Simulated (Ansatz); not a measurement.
# GeBr2F2: trial inputs and their diagnosis

Aim: try 3 inputs for GeBr2F2 as typed, read how each ends, and find what has to change.

The runs use Ansatz 0.2.0, Gaussian basis; the settings change from run to run.

### Step 1. The geometry

The structure was relaxed beforehand with PBE0-D4 in a triple-zeta def2 set.

SMILES `[F][Ge]([F])([Br])[Br]`, 5 atoms, charge 0, spin multiplicity 1.

Atoms are counted from 1 here; the program's logs count them from 0.

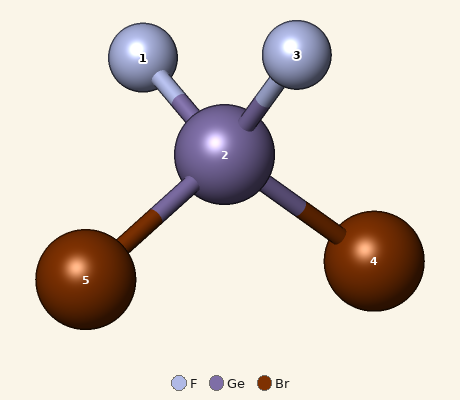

The structure; fluorine light blue, germanium purple, bromine brown; atoms are numbered from 1 in the order of the file.

### Step 2. Try 1

The input, in.yaml:

```yaml
crystal:
  periodic: [true, true, true]
  atoms:
    - {symbol: F, position_ang: [1.196135, -1.222049, 0.456127]}
    - {symbol: Ge, position_ang: [0.022958, -0.044434, 0.058293]}
    - {symbol: F, position_ang: [-0.787662, 0.300672, 1.522939]}
    - {symbol: Br, position_ang: [-1.442167, -0.925447, -1.408608]}
    - {symbol: Br, position_ang: [1.060637, 1.817657, -0.670051]}
basis:
  gaussian: {orbitals: aug-cc-pVTZ}
hamiltonian: {xc: {name: SPW92}}
output: {forces: true}
```

Started as:

```console
> ansatz run in.yaml --threads 4 --pin off --events-out ev --progress --plain --max-ram 10444MiB
```

Output:

```text
Error: YAML parse error: error: line 2 column 3: crystal: missing field `lattice` (a structure is typed as `lattice` and `atoms`, a molecule's as `atoms` in Å alone, or read from a run's directory, `checkpoint`)
 --> <input>:2:3
  |
1 | crystal:
2 |   periodic: [true, true, true]
  |   ^ crystal: missing field `lattice` (a structure is typed as `lattice` and `atoms`, a molecule's as `atoms` in Å alone, or read from a run's directory, `checkpoint`)
3 |   atoms:
4 |     - {symbol: F, position_ang: [1.196135, -1.222049, 0.456127]}
  |
```

Run time: 0.05 s. Hardware: 4 threads of Arm Neoverse V1, shared host.

Diagnosis: Refused before any calculation. The molecule is marked periodic without a cell. Fix: set periodic to false, or give a lattice.

### Step 3. Try 2

The input, in.yaml:

```yaml
crystal:
  periodic: [false, false, false]
  atoms:
    - {symbol: F, position_ang: [1.196135, -1.222049, 0.456127]}
    - {symbol: Ge, position_ang: [0.022958, -0.044434, 0.058293]}
    - {symbol: F, position_ang: [-0.787662, 0.300672, 1.522939]}
    - {symbol: Br, position_ang: [-1.442167, -0.925447, -1.408608]}
    - {symbol: Br, position_ang: [1.060637, 1.817657, -0.670051]}
basis:
  gaussian: {orbitals: def2-SVPD}
total_charge: -2
magnetization: {spin_polarized: true, initial_magnetization: 0}
hamiltonian: {xc: {name: wB97}}
```

Same command.

Output (excerpt; [...] marks lines left out):

```text
Functional definition: wB97
  name "wB97"
  cite "Chai & Head-Gordon, J. Chem. Phys. 128, 084106 (2008) doi:10.1063/1.2834918"
  cite "Becke, J. Chem. Phys. 107, 8554 (1997) doi:10.1063/1.475007"
[...]
  # The coefficients of nought are those of the uniform gas.
[...]
      + integral(e_c_pw_opposite_spin*poly(b97_u_opposite, 1, cos1, cos2, cos3, cos4))
1657 factors; their error is unknown
532 factors; integrals over basis functions are off by at most 3.8e-5 eV
[...]
mean field -202029.02817687 eV, -7424.4298453062 hartree, gradient 1.1e-5 eV, S^2 0.000000; 4 other end points of the search recorded, 0 dependent functions left out
reference -202029.02816818 eV, -7424.4298449868 hartree; 61, 61 occupied and 105, 105 virtual orbitals, 1657 factors
Total energy: -202029.02816818 eV, -7424.4298449868 hartree
```

It took 29 s on 4 threads of Arm Neoverse V1, shared host; peak memory 0.81 GiB.

**Diagnosis.** The run converged, but a converged run isn't a right one. The charge is far from anything that the molecule holds. It asks for charge -2; the species has 0. Its energy belongs to another ion. To mend it, type the charge that the molecule really has.

### Step 4. Try 3

The input, in.yaml:

```yaml
crystal:
  periodic: [true, true, true]
  atoms:
    - {symbol: F, position_ang: [1.196135, -1.222049, 0.456127]}
    - {symbol: Ge, position_ang: [0.022958, -0.044434, 0.058293]}
    - {symbol: F, position_ang: [-0.787662, 0.300672, 1.522939]}
    - {symbol: Br, position_ang: [-1.442167, -0.925447, -1.408608]}
    - {symbol: Br, position_ang: [1.060637, 1.817657, -0.670051]}
basis:
  gaussian: {orbitals: def2-SVPD}
total_charge: 1
magnetization: {spin_polarized: true, initial_magnetization: 1}
hamiltonian: {xc: {name: rPW86-PBE}, dispersion: d4}
accuracy: high
```

Launched as before.

Output:

```text
Error: YAML parse error: error: line 2 column 3: crystal: missing field `lattice` (a structure is typed as `lattice` and `atoms`, a molecule's as `atoms` in Å alone, or read from a run's directory, `checkpoint`)
 --> <input>:2:3
  |
1 | crystal:
2 |   periodic: [true, true, true]
  |   ^ crystal: missing field `lattice` (a structure is typed as `lattice` and `atoms`, a molecule's as `atoms` in Å alone, or read from a run's directory, `checkpoint`)
3 |   atoms:
4 |     - {symbol: F, position_ang: [1.196135, -1.222049, 0.456127]}
  |
```

It took 0.05 s on 4 threads of Arm Neoverse V1, shared host.

What is wrong: Refused before any calculation. The molecule is marked periodic without a cell. It also asks for charge 1 and multiplicity 2, another species or state than the molecule above. Fix: set periodic to false, or give a lattice, and set charge and spin to those of the species named.

### Step 5. Summary

```csv
try,level,ended,cause,time
1,SPW92/aug-cc-pVTZ,refused,the molecule is marked periodic without a cell,0.05 s
2,wB97/def2-SVPD,converged,the charge is far from anything that the molecule holds,29 s
3,rPW86-PBE/def2-SVPD,refused,the molecule is marked periodic without a cell,0.05 s
```

**Reading.** 2 refused, 1 converged. A refusal costs next to no computing time. The dangerous case is the input that converges on a wrong geometry, charge, spin, basis or grid: often only a look at the input shows it.

A small anion of this charge may not be bound in the gas phase; the finite basis can hold electrons that would leave.
